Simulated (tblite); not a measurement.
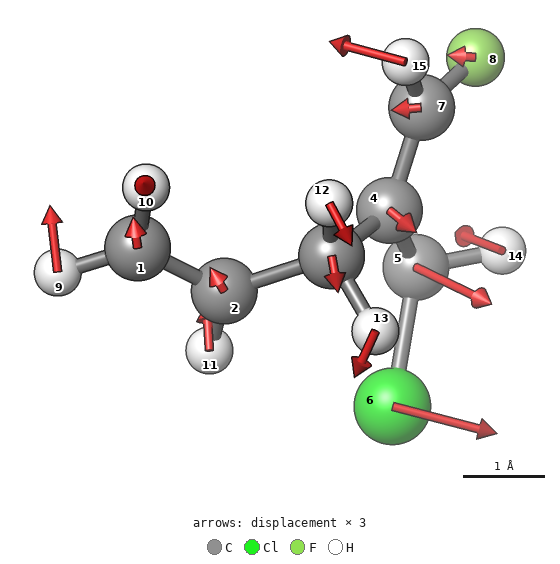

A relaxation of C6H7ClF (multiplicity 2). The starting structure is drawn; red arrows show the displacements, magnified 3 times. The two geometries are superimposed by the best rigid fit.

A ball-and-stick model, seen at a tilt.

Theory: tblite 0.8.0, GFN2-xTB geometry optimisation, gas phase. 

> What happened in the run?

The atom that moves furthest after the best rigid fit is a C atom (0.46 Å). Largest moves by element: C 0.46 Å, Cl 0.45 Å, H 0.39 Å, F 0.12 Å. Among the contacts that change: C–C 1.473 → 1.383 Å, C–Cl 1.773 → 1.699 Å, C–H 1.135 → 1.092 Å, C–C 1.474 → 1.510 Å. Bond angles that change, for instance: C–C–H 105.7° → 121.9°, C–C–Cl 107.9° → 122.9°, C–C–H 125.1° → 115.1°. Groups turn about C–C by about 20°. The energy falls by 24.4 kcal/mol in 80 geometry steps.
